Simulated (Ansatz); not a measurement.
# Run report: ZrClF$_{3}$, molecular dynamics

System: ZrClF$_{3}$.
Method: RKS PBE-D4/def2-SVP (Ansatz 0.2.0).

One setting was made poor on purpose. It belongs to a series of runs on one base structure; here: dynamics from the start. Figures and captions count atoms from 1; the log counts them from 0 in places.

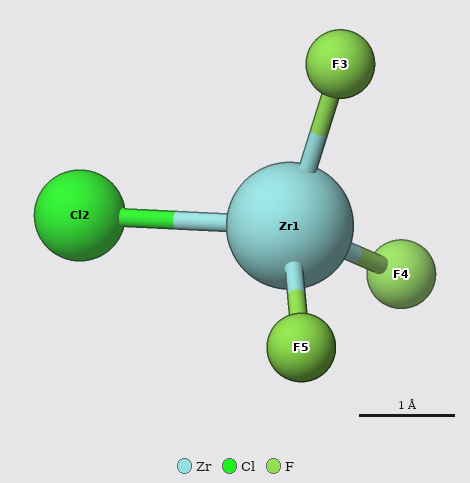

Figure 1. The starting structure (ball-and-stick view, seen at a tilt; atoms are numbered from 1 in the order of the input). Sticks mark near contacts. Bond lengths as drawn: Cl–Zr 2.35 Å and F–Zr 1.90 Å.

## Input
```yaml
crystal:
  periodic: [false, false, false]
  atoms:
    - { symbol: Zr, position_ang: [0.000419, 0.0, 0.025768] }
    - { symbol: Cl, position_ang: [8.9e-05, 0.0, 2.379704] }
    - { symbol: F, position_ang: [1.79028, 0.0, -0.620949] }
    - { symbol: F, position_ang: [-0.894444, 1.54997, -0.621212] }
    - { symbol: F, position_ang: [-0.894444, -1.54997, -0.621212] }
basis:
  gaussian: { orbitals: def2-SVP }
hamiltonian:
  xc: pbe
  dispersion: d4
md:
  timestep: 6.0
  n_steps: 40
  ensemble: nvt_langevin
  temperature: 200.0
  initial_velocities: maxwell_boltzmann
  seed: 840684
  friction: 0.005
```

Hardware: 1 thread of Arm Neoverse N1, 24 GiB of memory available, shared host.

Launch command:
```bash
ansatz run input.yaml --threads 1 --pin off --max-ram 2048MiB --backend cpu --events-out ev --progress --plain --runs-dir out
```

## The program's output
```
Engine: ansatz 0.2.0, aarch64-unknown-linux-gnu
Functional definition: PBE
  parameter kappa = 0.804
  parameter beta = 0.06672455060314922
  exchange = pbe_x(kappa = kappa, mu = beta*pi^2/3)
  correlation = pbe_c(beta = beta)
917 factors; their error is unknown
mean field evaluation 1: about -21934.8201 eV, gradient 5.9e1 eV
mean field evaluation 2: about -21857.9357 eV, gradient 2.3e2 eV
mean field evaluation 4: about -21940.2748 eV, gradient 7.7e0 eV
mean field evaluation 8: about -21940.4154 eV, gradient 1.8e-1 eV
mean field evaluation 16: about -21940.3722 eV, gradient 1.1e-5 eV
mean field -21940.37222936 eV, -806.2938077105 hartree, gradient 1.1e-5 eV, S^2 0.000000; 0 other end points of the search recorded, 0 dependent functions left out
the calculation of the forces begins
reference -21940.37230342 eV, -806.2938104321 hartree; 28, 28 occupied and 63, 63 virtual orbitals, 917 factors
md step     0: t =     0.00 fs  T =   160.0 K  F+E_penalty+E_count = -21940.48251842 eV  E_kin = 0.103408 eV  (28 SCF iters)
these checks for a lower state are left out or cut short: starts, cluster_reference, orbital_swaps, neighbouring_geometries, increment
917 factors; their error is unknown
mean field -21940.35931384 eV, -806.2933330740 hartree, gradient 7.9e-6 eV, S^2 0.000000; 0 other end points of the search recorded, 0 dependent functions left out
[... from here on the field's lines of each further geometry are left out, up to the last ...]
md step     1: t =     6.00 fs  T =   140.5 K  F+E_penalty+E_count = -21940.46971541 eV  E_kin = 0.090811 eV  (29 SCF iters, 5 dispersion substeps)
md step     2: t =    12.00 fs  T =   110.1 K  F+E_penalty+E_count = -21940.45168931 eV  E_kin = 0.071129 eV  (28 SCF iters, 5 dispersion substeps)
md step     3: t =    18.00 fs  T =   134.6 K  F+E_penalty+E_count = -21940.45600387 eV  E_kin = 0.087022 eV  (26 SCF iters, 5 dispersion substeps)
md step     4: t =    24.00 fs  T =   128.0 K  F+E_penalty+E_count = -21940.45589576 eV  E_kin = 0.082754 eV  (25 SCF iters, 5 dispersion substeps)
md step     5: t =    30.00 fs  T =   113.3 K  F+E_penalty+E_count = -21940.43516488 eV  E_kin = 0.073214 eV  (26 SCF iters, 5 dispersion substeps)
md step     6: t =    36.00 fs  T =    67.7 K  F+E_penalty+E_count = -21940.40266111 eV  E_kin = 0.043780 eV  (26 SCF iters, 5 dispersion substeps)
md step     7: t =    42.00 fs  T =    74.8 K  F+E_penalty+E_count = -21940.39565699 eV  E_kin = 0.048312 eV  (26 SCF iters, 5 dispersion substeps)
md step     8: t =    48.00 fs  T =   109.5 K  F+E_penalty+E_count = -21940.41240436 eV  E_kin = 0.070739 eV  (26 SCF iters, 5 dispersion substeps)
md step     9: t =    54.00 fs  T =    95.8 K  F+E_penalty+E_count = -21940.40941275 eV  E_kin = 0.061899 eV  (27 SCF iters, 5 dispersion substeps)
md step    10: t =    60.00 fs  T =    94.9 K  F+E_penalty+E_count = -21940.39200737 eV  E_kin = 0.061347 eV  (26 SCF iters, 5 dispersion substeps)
md step    11: t =    66.00 fs  T =   124.8 K  F+E_penalty+E_count = -21940.39981370 eV  E_kin = 0.080660 eV  (26 SCF iters, 5 dispersion substeps)
md step    12: t =    72.00 fs  T =   187.1 K  F+E_penalty+E_count = -21940.43031266 eV  E_kin = 0.120941 eV  (29 SCF iters, 5 dispersion substeps)
md step    13: t =    78.00 fs  T =   184.0 K  F+E_penalty+E_count = -21940.43949083 eV  E_kin = 0.118896 eV  (29 SCF iters, 5 dispersion substeps)
md step    14: t =    84.00 fs  T =   172.8 K  F+E_penalty+E_count = -21940.44218937 eV  E_kin = 0.111661 eV  (29 SCF iters, 5 dispersion substeps)
md step    15: t =    90.00 fs  T =   183.5 K  F+E_penalty+E_count = -21940.45512896 eV  E_kin = 0.118595 eV  (29 SCF iters, 5 dispersion substeps)
md step    16: t =    96.00 fs  T =   178.4 K  F+E_penalty+E_count = -21940.46728381 eV  E_kin = 0.115304 eV  (29 SCF iters, 5 dispersion substeps)
md step    17: t =   102.00 fs  T =   190.5 K  F+E_penalty+E_count = -21940.46093565 eV  E_kin = 0.123115 eV  (29 SCF iters, 5 dispersion substeps)
md step    18: t =   108.00 fs  T =   156.2 K  F+E_penalty+E_count = -21940.43324776 eV  E_kin = 0.100939 eV  (29 SCF iters, 5 dispersion substeps)
md step    19: t =   114.00 fs  T =   121.7 K  F+E_penalty+E_count = -21940.42606699 eV  E_kin = 0.078686 eV  (28 SCF iters, 5 dispersion substeps)
md step    20: t =   120.00 fs  T =   156.4 K  F+E_penalty+E_count = -21940.43390886 eV  E_kin = 0.101094 eV  (28 SCF iters, 5 dispersion substeps)
md step    21: t =   126.00 fs  T =   157.0 K  F+E_penalty+E_count = -21940.42214225 eV  E_kin = 0.101489 eV  (29 SCF iters, 5 dispersion substeps)
md step    22: t =   132.00 fs  T =   114.7 K  F+E_penalty+E_count = -21940.40143771 eV  E_kin = 0.074103 eV  (29 SCF iters, 5 dispersion substeps)
md step    23: t =   138.00 fs  T =   112.5 K  F+E_penalty+E_count = -21940.38960834 eV  E_kin = 0.072681 eV  (29 SCF iters, 5 dispersion substeps)
md step    24: t =   144.00 fs  T =   121.6 K  F+E_penalty+E_count = -21940.38658275 eV  E_kin = 0.078594 eV  (29 SCF iters, 5 dispersion substeps)
md step    25: t =   150.00 fs  T =   122.5 K  F+E_penalty+E_count = -21940.38141679 eV  E_kin = 0.079157 eV  (29 SCF iters, 5 dispersion substeps)
md step    26: t =   156.00 fs  T =   119.7 K  F+E_penalty+E_count = -21940.36396498 eV  E_kin = 0.077391 eV  (29 SCF iters, 5 dispersion substeps)
md step    27: t =   162.00 fs  T =   118.1 K  F+E_penalty+E_count = -21940.36882177 eV  E_kin = 0.076329 eV  (28 SCF iters, 5 dispersion substeps)
md step    28: t =   168.00 fs  T =   123.3 K  F+E_penalty+E_count = -21940.39185374 eV  E_kin = 0.079710 eV  (29 SCF iters, 5 dispersion substeps)
md step    29: t =   174.00 fs  T =   162.3 K  F+E_penalty+E_count = -21940.40071915 eV  E_kin = 0.104871 eV  (29 SCF iters, 5 dispersion substeps)
md step    30: t =   180.00 fs  T =   181.2 K  F+E_penalty+E_count = -21940.41056703 eV  E_kin = 0.117106 eV  (29 SCF iters, 5 dispersion substeps)
md step    31: t =   186.00 fs  T =   196.8 K  F+E_penalty+E_count = -21940.42523166 eV  E_kin = 0.127196 eV  (29 SCF iters, 5 dispersion substeps)
md step    32: t =   192.00 fs  T =   191.2 K  F+E_penalty+E_count = -21940.43358031 eV  E_kin = 0.123602 eV  (29 SCF iters, 5 dispersion substeps)
md step    33: t =   198.00 fs  T =   184.7 K  F+E_penalty+E_count = -21940.43650341 eV  E_kin = 0.119376 eV  (28 SCF iters, 5 dispersion substeps)
md step    34: t =   204.00 fs  T =   267.8 K  F+E_penalty+E_count = -21940.43238049 eV  E_kin = 0.173059 eV  (28 SCF iters, 5 dispersion substeps)
md step    35: t =   210.00 fs  T =   234.8 K  F+E_penalty+E_count = -21940.42749982 eV  E_kin = 0.151775 eV  (28 SCF iters, 5 dispersion substeps)
md step    36: t =   216.00 fs  T =   203.0 K  F+E_penalty+E_count = -21940.43014734 eV  E_kin = 0.131173 eV  (28 SCF iters, 5 dispersion substeps)
md step    37: t =   222.00 fs  T =   158.6 K  F+E_penalty+E_count = -21940.42339516 eV  E_kin = 0.102484 eV  (29 SCF iters, 5 dispersion substeps)
md step    38: t =   228.00 fs  T =   110.2 K  F+E_penalty+E_count = -21940.41292986 eV  E_kin = 0.071240 eV  (28 SCF iters, 5 dispersion substeps)
md step    39: t =   234.00 fs  T =    89.3 K  F+E_penalty+E_count = -21940.40618218 eV  E_kin = 0.057719 eV  (28 SCF iters, 5 dispersion substeps)
the calculation of the forces begins
reference -21940.29522229 eV, -806.2909777530 hartree; 28, 28 occupied and 63, 63 virtual orbitals, 917 factors
917 factors; their error is unknown
mean field -21940.29514852 eV, -806.2909750419 hartree, gradient 1.6e-5 eV, S^2 0.000000; 1 other end points of the search recorded, 0 dependent functions left out
the calculation of the forces begins
reference -21940.29522229 eV, -806.2909777530 hartree; 28, 28 occupied and 63, 63 virtual orbitals, 917 factors
md step    40: t =   240.00 fs  T =    91.1 K  F+E_penalty+E_count = -21940.40500839 eV  E_kin = 0.058881 eV  (27 SCF iters, 5 dispersion substeps)
```

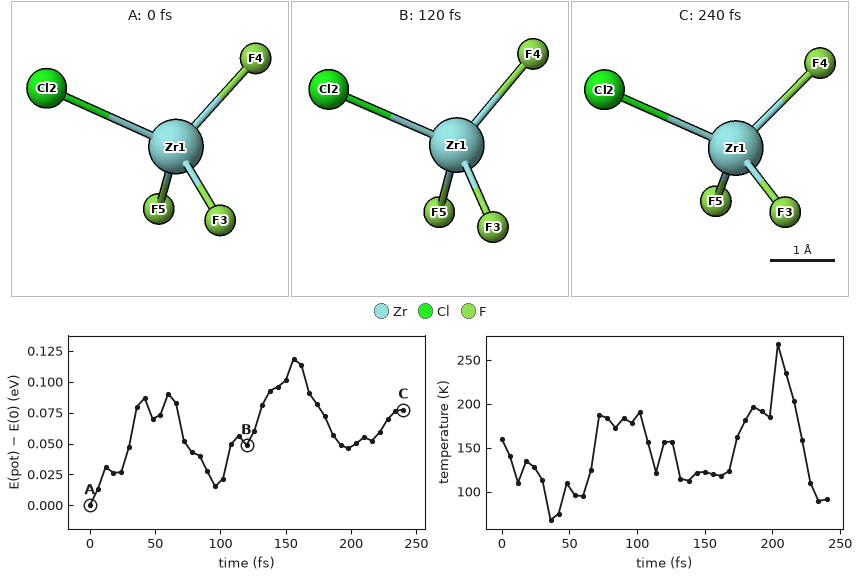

Figure 2. Frames of the molecular dynamics (ball-and-stick, seen at a tilt) above the curves, on which the letters mark them. The trajectory kept here has 41 frames over 240 fs. The temperature starts at 160 K, ranges from 68 to 268 K and averages 153 K over the second half. The potential energy ends 0.078 eV above its first value. After an unweighted best fit of the last frame on the first, the root-mean-square displacement is 0.11 Å.

```
Total energy: -21940.40508216 eV, -806.2950150288 hartree
Atom 0 at     0.006973     0.066299    -0.048665 Å, force    -1.529235     0.085252     0.087769 eV/Å
Atom 1 at    -0.358539     0.053625     2.298080 Å, force     0.071085     0.067072    -0.276999 eV/Å
Atom 2 at     1.750528     0.620671    -0.448826 Å, force     0.915436    -0.004350    -0.184145 eV/Å
Atom 3 at    -1.062927     1.375834    -0.956834 Å, force     0.210149    -0.343522     0.356954 eV/Å
Atom 4 at    -0.591683    -1.627867    -0.713808 Å, force     0.332565     0.195548     0.016421 eV/Å
Dipole moment:     0.125413    -0.057208    -0.037731 e Å
```

## Trajectory as extended XYZ (Å, eV, eV/Å), 19 of the 41 frames kept, from step=0 to step=40
```
5
Properties=species:S:1:pos:R:3:forces:R:3 step=0 time_fs=0.0 energy=-21940.48252 temperature=160.0
Zr    0.0004    0.0000    0.0258    0.0003   0.0000  -0.0092
Cl    0.0001    0.0000    2.3797    0.0000   0.0000   0.0071
F     1.7903    0.0000   -0.6209   -0.0115   0.0000   0.0008
F    -0.8944    1.5500   -0.6212    0.0056  -0.0095   0.0006
F    -0.8944   -1.5500   -0.6212    0.0056   0.0095   0.0006
5
Properties=species:S:1:pos:R:3:forces:R:3 step=2 time_fs=12.0 energy=-21940.45169 temperature=110.1
Zr    0.0015   -0.0142    0.0305    0.2891   1.2957   0.3236
Cl   -0.0039    0.0047    2.3941    0.0059  -0.0097  -0.0728
F     1.7697    0.0738   -0.6555    0.1468  -0.1029  -0.0099
F    -0.8950    1.5225   -0.6711    0.0571  -0.2128   0.1476
F    -0.8734   -1.5317   -0.6056   -0.4989  -0.9704  -0.3885
5
Properties=species:S:1:pos:R:3:forces:R:3 step=4 time_fs=24.0 energy=-21940.45590 temperature=128.0
Zr    0.0074   -0.0107    0.0432    0.1061   0.2614  -0.3977
Cl   -0.0264    0.0106    2.4001    0.0271   0.0254   0.0141
F     1.7633    0.1383   -0.6923   -0.1071  -0.1698   0.1919
F    -0.8755    1.4950   -0.7143   -0.0722  -0.0598   0.1752
F    -0.8770   -1.5622   -0.6103    0.0461  -0.0573   0.0164
5
Properties=species:S:1:pos:R:3:forces:R:3 step=7 time_fs=42.0 energy=-21940.39566 temperature=74.8
Zr    0.0194   -0.0068    0.0486   -0.6262  -1.1689  -0.3090
Cl   -0.0675    0.0308    2.4046    0.0683   0.0642   0.0652
F     1.7239    0.1866   -0.7285    0.6065  -0.1305   0.0033
F    -0.8432    1.4492   -0.7564   -0.4896   0.5591  -0.0871
F    -0.8510   -1.6072   -0.6178    0.4410   0.6762   0.3276
5
Properties=species:S:1:pos:R:3:forces:R:3 step=9 time_fs=54.0 energy=-21940.40941 temperature=95.8
Zr    0.0156   -0.0220    0.0415    0.1440   0.7701  -0.2346
Cl   -0.1007    0.0418    2.4070    0.0723   0.0285  -0.0939
F     1.7336    0.2072   -0.7437    0.1430  -0.2352   0.2340
F    -0.8464    1.4574   -0.7902   -0.1800  -0.1089   0.2407
F    -0.7927   -1.5984   -0.6004   -0.1793  -0.4544  -0.1462
5
Properties=species:S:1:pos:R:3:forces:R:3 step=11 time_fs=66.0 energy=-21940.39981 temperature=124.8
Zr    0.0108   -0.0215    0.0270    0.8071   1.3564  -0.0505
Cl   -0.1305    0.0573    2.4062    0.0737   0.0044  -0.3271
F     1.7623    0.1997   -0.7365   -0.3736  -0.2544   0.4292
F    -0.8622    1.4585   -0.8060   -0.1042  -0.2555   0.2621
F    -0.7333   -1.6124   -0.6058   -0.4030  -0.8510  -0.3136
5
Properties=species:S:1:pos:R:3:forces:R:3 step=13 time_fs=78.0 energy=-21940.43949 temperature=184.0
Zr    0.0179   -0.0012    0.0069    0.1767  -0.6952  -0.0089
Cl   -0.1382    0.0700    2.3938    0.0852   0.0180  -0.4786
F     1.7849    0.1577   -0.7018   -0.1835  -0.0651   0.2777
F    -0.8981    1.4424   -0.7942   -0.2559   0.1962  -0.0288
F    -0.6963   -1.6630   -0.6520    0.1776   0.5461   0.2386
5
Properties=species:S:1:pos:R:3:forces:R:3 step=16 time_fs=96.0 energy=-21940.46728 temperature=178.4
Zr    0.0273    0.0149   -0.0117   -0.3264  -0.4026  -0.1454
Cl   -0.1304    0.0676    2.3397    0.0340   0.0085  -0.0103
F     1.8187    0.0884   -0.6140    0.2801   0.1306   0.0009
F    -0.9679    1.4523   -0.7686    0.0231  -0.0271   0.0085
F    -0.6128   -1.6582   -0.6827   -0.0108   0.2905   0.1464
5
Properties=species:S:1:pos:R:3:forces:R:3 step=18 time_fs=108.0 energy=-21940.43325 temperature=156.2
Zr    0.0277    0.0125   -0.0211    0.5856   1.0087  -0.2508
Cl   -0.1343    0.0724    2.3003   -0.0382  -0.0188   0.4280
F     1.8685    0.0502   -0.5451   -0.2564   0.1635   0.0885
F    -0.9968    1.4602   -0.7583    0.2024  -0.2608   0.0603
F    -0.5560   -1.6313   -0.6814   -0.4934  -0.8926  -0.3260
5
Properties=species:S:1:pos:R:3:forces:R:3 step=20 time_fs=120.0 energy=-21940.43391 temperature=156.4
Zr    0.0309    0.0232   -0.0287    0.6944  -0.0978  -0.3086
Cl   -0.1521    0.0687    2.2850   -0.0752   0.0011   0.4816
F     1.9015    0.0391   -0.4622   -0.4105   0.2301   0.0290
F    -1.0146    1.4436   -0.7518    0.0447   0.0512  -0.1210
F    -0.5297   -1.6601   -0.6854   -0.2534  -0.1846  -0.0810
5
Properties=species:S:1:pos:R:3:forces:R:3 step=22 time_fs=132.0 energy=-21940.40144 temperature=114.7
Zr    0.0385    0.0365   -0.0395   -0.0038  -1.3758  -0.0111
Cl   -0.1765    0.0602    2.2930   -0.0539   0.0208   0.0825
F     1.9123    0.0376   -0.3845   -0.0770   0.3107  -0.1344
F    -1.0546    1.4211   -0.7488    0.0460   0.1870  -0.2069
F    -0.5044   -1.7028   -0.6963    0.0888   0.8573   0.2700
5
Properties=species:S:1:pos:R:3:forces:R:3 step=24 time_fs=144.0 energy=-21940.38658 temperature=121.6
Zr    0.0479    0.0370   -0.0529   -0.8753  -0.6066   0.4785
Cl   -0.1969    0.0442    2.2983   -0.0291   0.0214  -0.2337
F     1.9138    0.0531   -0.3212    0.4848   0.3178  -0.2942
F    -1.1016    1.4050   -0.7679    0.4109  -0.1743  -0.0322
F    -0.4809   -1.6913   -0.6889    0.0087   0.4417   0.0815
5
Properties=species:S:1:pos:R:3:forces:R:3 step=27 time_fs=162.0 energy=-21940.36882 temperature=118.1
Zr    0.0511    0.0377   -0.0578    0.4700   0.8508   1.0514
Cl   -0.2366    0.0180    2.2943   -0.0469   0.0187  -0.2788
F     1.9563    0.1117   -0.2792   -0.3335   0.2385  -0.2209
F    -1.1315    1.3452   -0.8103    0.2999  -0.0016  -0.0690
F    -0.4602   -1.6266   -0.6993   -0.3895  -1.1064  -0.4827
5
Properties=species:S:1:pos:R:3:forces:R:3 step=29 time_fs=174.0 energy=-21940.40072 temperature=162.3
Zr    0.0583    0.0541   -0.0479    0.6608  -1.1132   0.6143
Cl   -0.2633    0.0059    2.2886   -0.0456   0.0590  -0.1331
F     1.9633    0.1771   -0.2916   -0.4577   0.2134  -0.1633
F    -1.1164    1.2988   -0.8295   -0.2344   0.6467  -0.3662
F    -0.4801   -1.6435   -0.7282    0.0769   0.1940   0.0484
5
Properties=species:S:1:pos:R:3:forces:R:3 step=31 time_fs=186.0 energy=-21940.42523 temperature=196.8
Zr    0.0704    0.0608   -0.0351   -0.6390  -1.1041  -0.1659
Cl   -0.2951    0.0028    2.2791   -0.0310   0.0635   0.1161
F     1.9338    0.2662   -0.3239    0.2248   0.1788  -0.1747
F    -1.1072    1.2947   -0.8740    0.1222   0.2740  -0.0444
F    -0.5023   -1.6363   -0.7486    0.3229   0.5878   0.2689
5
Properties=species:S:1:pos:R:3:forces:R:3 step=33 time_fs=198.0 energy=-21940.43650 temperature=184.7
Zr    0.0683    0.0569   -0.0288   -0.8776   0.4128  -0.4090
Cl   -0.3186    0.0071    2.2779   -0.0263   0.0479   0.2132
F     1.9116    0.3607   -0.3565    0.2490   0.0460  -0.1212
F    -1.0920    1.3150   -0.9211    0.5211  -0.2533   0.3689
F    -0.5320   -1.5900   -0.7424    0.1338  -0.2534  -0.0519
5
Properties=species:S:1:pos:R:3:forces:R:3 step=36 time_fs=216.0 energy=-21940.43015 temperature=203.0
Zr    0.0369    0.0624   -0.0405    0.5323   0.2366   0.2615
Cl   -0.3299    0.0266    2.3036    0.0269   0.0702  -0.2577
F     1.8741    0.5244   -0.4193   -0.5808  -0.3037   0.0835
F    -1.0427    1.3242   -0.9430   -0.1349   0.2535   0.0125
F    -0.5853   -1.5871   -0.7323    0.1565  -0.2565  -0.0998
5
Properties=species:S:1:pos:R:3:forces:R:3 step=38 time_fs=228.0 energy=-21940.41293 temperature=110.2
Zr    0.0219    0.0684   -0.0470   -0.5684  -0.7090   0.3323
Cl   -0.3412    0.0383    2.3126    0.0773   0.0872  -0.4524
F     1.8041    0.5895   -0.4378    0.2241  -0.1646  -0.0555
F    -1.0366    1.3488   -0.9434   -0.1953   0.2308  -0.0007
F    -0.6076   -1.6265   -0.7279    0.4623   0.5557   0.1763
5
Properties=species:S:1:pos:R:3:forces:R:3 step=40 time_fs=240.0 energy=-21940.40501 temperature=91.1
Zr    0.0070    0.0663   -0.0487   -1.5292   0.0853   0.0878
Cl   -0.3585    0.0536    2.2981    0.0711   0.0671  -0.2770
F     1.7505    0.6207   -0.4488    0.9154  -0.0044  -0.1841
F    -1.0629    1.3758   -0.9568    0.2101  -0.3435   0.3570
F    -0.5917   -1.6279   -0.7138    0.3326   0.1955   0.0164
```

## Key numbers

| quantity | value |
| --- | --- |
| outcome | finished |
| mean temperature over the second half | 153 K |
| trajectory | 40 steps, 240 fs |
| ensemble | nvt_langevin |
| temperature in the input | 200.0 K |
| time step | 6.0 fs |
| potential energy (last step) | −21940.4051 eV |
| mean-field energy (last step) | −21940.2952 eV |
| largest force (length of the vector) (last step) | 1.534 eV/Å |
| wall time | 3.4 min |
| peak memory | 0.13 GiB |

## Notes

A deliberately poor setting: time step. So short a trajectory is not equilibrated. The logged temperature at the start can lie below the typed one, since it is counted over all degrees of freedom.
